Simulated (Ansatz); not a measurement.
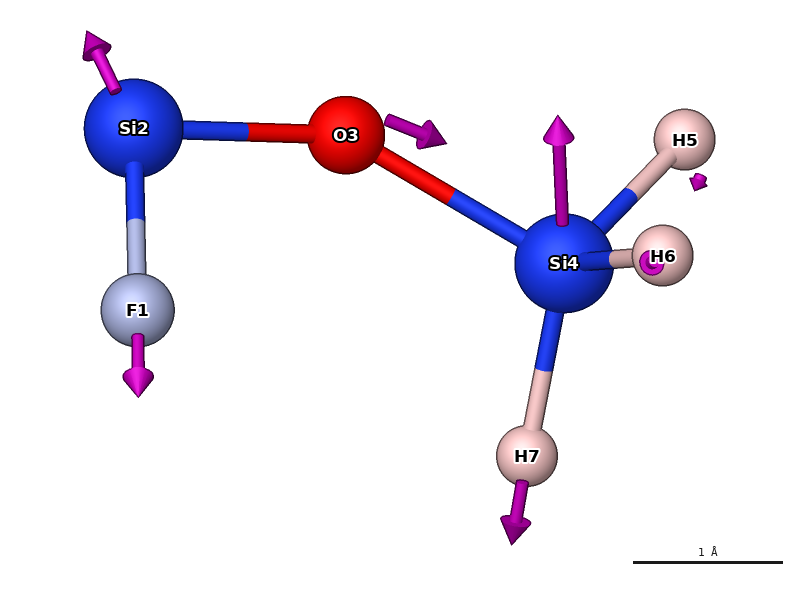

Arrows show the forces on the atoms, 0.2 Å of arrow for 1 eV/Å; forces under a tenth of the largest aren't drawn. Level of theory: r2SCAN-D4/def2-TZVPP (Ansatz 0.2.0).

Question: On which atom is the force largest, and how large is it?

Answer: On Si4: 4.20 eV/Å.

Question: Which bond do the forces act along most?

Answer: Si4–H7, now 1.375 Å: the forces push its atoms apart, so a first step downhill lengthens it.

List the force components in the frame of the picture (x right, y up, z towards the viewer), in eV/Å.

```csv
atom,Fx,Fy,Fz
F1,0.02,−2.07,1.58
Si2,−1.00,2.08,−1.05
O3,2.03,−0.82,−0.88
Si4,−0.16,3.69,2.00
H5,−0.23,−0.53,0.17
H6,−0.28,−0.19,−0.99
H7,−0.38,−2.17,−0.82
```
